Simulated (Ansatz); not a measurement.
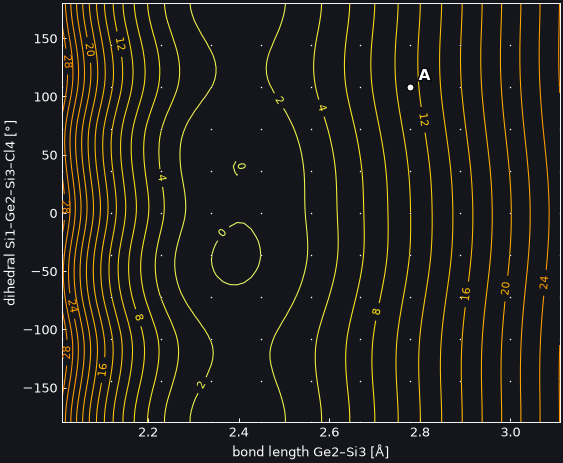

ClGeH7Si2, SMILES [SiH3][GeH2][SiH2]Cl. 
- First axis: bond length Ge2–Si3. Second axis: dihedral Si1–Ge2–Si3–Cl4.
- Nothing is relaxed (all other coordinates rigid).
- The scan uses an 11 × 10 grid.
- Points are written as (first, second).
- All energies are given in kcal/mol relative to the lowest grid point.
- Computed with RKS PBE-D4/def2-SVP in Ansatz 0.2.0.

The picture shows contour lines labelled in kcal/mol, dots at the grid points, the point A. Between grid points the surface is interpolated.

Which way does the force act at A, and how strong is it?

A, at (2.78 Å, 108°), is not a stationary point. The computed force is 40 kcal/mol for each Å towards smaller values of bond length Ge2–Si3 and 0.01 kcal/mol for each degree towards smaller values of dihedral Si1–Ge2–Si3–Cl4.
